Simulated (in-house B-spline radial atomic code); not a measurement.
**Mg⁴⁺: a fraction of an electron removed from 2p**

How does the PBE0 energy of Mg⁴⁺ change when part of an electron is removed from 2p?

Program: in-house B-spline radial atomic code version 1. Level of theory: scalar-relativistic (spin-free one-electron X2C) PBE0, spin-polarised, spherical fractional occupations, Fermi nucleus, basis-set limit. These are calculated values, not measurements, unless marked.

## Step 1: Starting point

* element: magnesium (Z = 12)
* charge: +4
* electrons: 8
* configuration: [He] 2s2 2p4
* Hamiltonian: scalar-relativistic (X2C)
* nucleus: Fermi, rms radius 3.057 fm

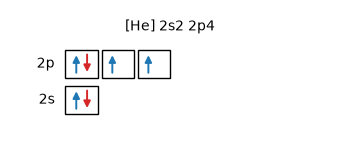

The shells outside the core, filled by Hund's rule for the drawing.

Where spins are not typed, each open shell is filled with up spins first.

## Step 2: The start, at fraction 0

Settings of the run:

```ini
Z = 12
electrons = 8.0
configuration = [He] 2s2 2p4
hamiltonian = x2c
method = pbe0
spin_polarised = True
nucleus = fermi
rms_radius = 3.057
mass_number = 24
atomic_mass = 23.985041689
speed_of_light = 137.035999084
```

## Step 3: 0.1 electron removed from 2p

Changes to the settings of step 2:

```diff
@@ -1,4 +1,4 @@
 Z = 12
-electrons = 8.0
-configuration = [He] 2s2 2p4
+electrons = 7.9
+configuration = [He] 2s2 2p3.9
 hamiltonian = x2c
```

## Step 4: 0.21 electron removed from 2p

Changes to the settings of step 3:

```diff
@@ -1,4 +1,4 @@
 Z = 12
-electrons = 7.9
-configuration = [He] 2s2 2p3.9
+electrons = 7.79
+configuration = [He] 2s2 2p3.79
 hamiltonian = x2c
```

## Step 5: 0.29 electron removed from 2p

Changes to the settings of step 4:

```diff
@@ -1,4 +1,4 @@
 Z = 12
-electrons = 7.79
-configuration = [He] 2s2 2p3.79
+electrons = 7.71
+configuration = [He] 2s2 2p3.71
 hamiltonian = x2c
```

## Step 6: 0.45 electron removed from 2p

Changes to the settings of step 5:

```diff
@@ -1,4 +1,4 @@
 Z = 12
-electrons = 7.71
-configuration = [He] 2s2 2p3.71
+electrons = 7.55
+configuration = [He] 2s2 2p3.55
 hamiltonian = x2c
```

## Step 7: 0.5 electron removed from 2p

Changes to the settings of step 6:

```diff
@@ -1,4 +1,4 @@
 Z = 12
-electrons = 7.55
-configuration = [He] 2s2 2p3.55
+electrons = 7.5
+configuration = [He] 2s2 2p3.5
 hamiltonian = x2c
```

## Step 8: 0.54 electron removed from 2p

Changes to the settings of step 7:

```diff
@@ -1,4 +1,4 @@
 Z = 12
-electrons = 7.5
-configuration = [He] 2s2 2p3.5
+electrons = 7.46
+configuration = [He] 2s2 2p3.46
 hamiltonian = x2c
```

## Step 9: 0.74 electron removed from 2p

Changes to the settings of step 8:

```diff
@@ -1,4 +1,4 @@
 Z = 12
-electrons = 7.46
-configuration = [He] 2s2 2p3.46
+electrons = 7.26
+configuration = [He] 2s2 2p3.26
 hamiltonian = x2c
```

## Step 10: 0.84 electron removed from 2p

Changes to the settings of step 9:

```diff
@@ -1,4 +1,4 @@
 Z = 12
-electrons = 7.26
-configuration = [He] 2s2 2p3.26
+electrons = 7.16
+configuration = [He] 2s2 2p3.16
 hamiltonian = x2c
```

## Step 11: 1 electron removed from 2p

Changes to the settings of step 10:

```diff
@@ -1,4 +1,4 @@
 Z = 12
-electrons = 7.16
-configuration = [He] 2s2 2p3.16
+electrons = 7.0
+configuration = [He] 2s2 2p3
 hamiltonian = x2c
```

Q: How does the energy change with the fraction, and which way and how far does it bend from the straight line between the ends?

**Answer**, as computed:

| fraction | energy change (eV) | less the straight line (eV) | level 2p down (eV) | sum of <r²> (bohr²) |
| --- | --- | --- | --- | --- |
| 0 | 0.0000 | 0.0000 | -123.52 | 2.8647 |
| 0.1 | 12.4936 | -1.2937 | -126.35 | 2.7896 |
| 0.21 | 26.5646 | -2.3887 | -129.49 | 2.7087 |
| 0.29 | 37.0149 | -2.9682 | -131.77 | 2.6509 |
| 0.45 | 58.4666 | -3.5762 | -136.38 | 2.5380 |
| 0.5 | 65.3215 | -3.6148 | -137.82 | 2.5034 |
| 0.54 | 70.8576 | -3.5937 | -138.98 | 2.4760 |
| 0.74 | 99.2348 | -2.7910 | -144.80 | 2.3419 |
| 0.84 | 113.8609 | -1.9522 | -147.72 | 2.2767 |
| 1 | 137.8728 | 0.0000 | empty | 2.1748 |

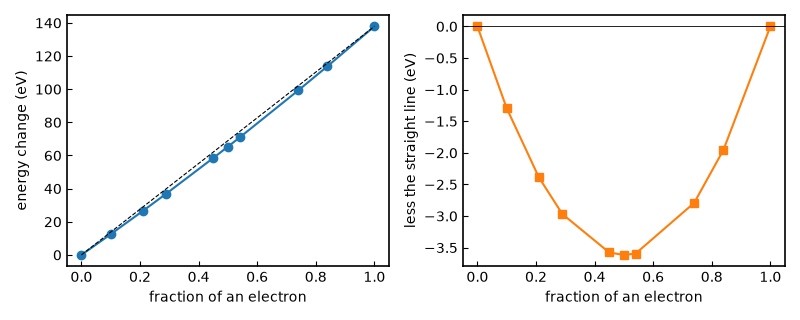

Energy against the fraction, with the straight line between the ends (left), and the difference from it (right).

What this shows: From fraction 0 to 1 the energy changes by 137.873 eV. It sags under the straight line by up to 3.61 eV (at 0.5); exact theory is straight between whole electron numbers, so this convex bend is an error (delocalisation) that favours fractional charges. Slater's transition state, the slope from the orbital energy at fraction 0.5 (Janak's theorem), gives 137.822 eV for the whole step. The tabulated ionisation energy is 141.33 ± 0.03 eV (semi-empirical; NIST Atomic Spectra Database), so the whole step is off by -3.46 eV, and minus the highest level at fraction 0 (123.52 eV) by -17.81 eV. Open shells are averaged (over orientations, and over spins where the run is restricted), while tables refer to the lowest levels. Here exact exchange is taken at spherical fractional occupations, which leaves self-interaction in open p, d and f shells; that spoils the energies somewhat, at whole numbers too.
